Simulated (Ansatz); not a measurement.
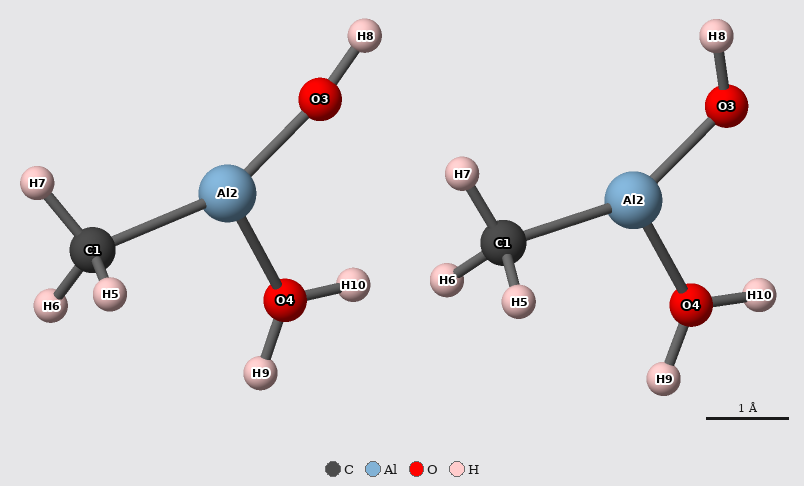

Two geometries of CH$_{6}$AlO$_{2}$ (charge +1), drawn at one scale. One is the start of a relaxation, the other its converged end. Style: ball-and-stick. Shown at a tilt.

The calculation used Ansatz, RHF/STO-3G. Set-up: no spin polarisation; force threshold 0.015 eV/Å; at most 40 steps.

Which one is relaxed?

Answer. The right one is the relaxed one. The run prepares an end point of a later path (torsion) calculation, from a guessed geometry. The atom that moves furthest after the best rigid fit is H8 (0.67 Å). By element the largest moves are H 0.67 Å, O 0.19 Å, C 0.15 Å, Al 0.13 Å. Near-neighbour distances that change, for instance: C1–Al2 1.960 → 1.871 Å, Al2–O4 1.873 → 1.788 Å, O3–H8 0.951 → 0.978 Å, Al2–O3 1.625 → 1.639 Å. Bond angles that change, for instance: Al2–O3–H8 167.0° → 116.9°, C1–Al2–O4 108.7° → 113.2°, Al2–O4–H10 118.6° → 122.7°. Over 19 accepted moves (27 points after the start) the energy falls by 72.6 kJ/mol. The largest force component goes from 3.8 to 0.0041 eV/Å. The line search rejected the trial steps at points 13, 14, 17, 18, 21, 22, 25, 26 of the run. The forces were under the threshold at step 15, but the run went on from there. Cost: 50 s on 1 thread of AMD EPYC (Zen 3) (shared host), peak memory 0.12 GiB.

Limits of the set-up: Hartree-Fock leaves out electron correlation; STO-3G is a minimal basis, so the numbers are rough.
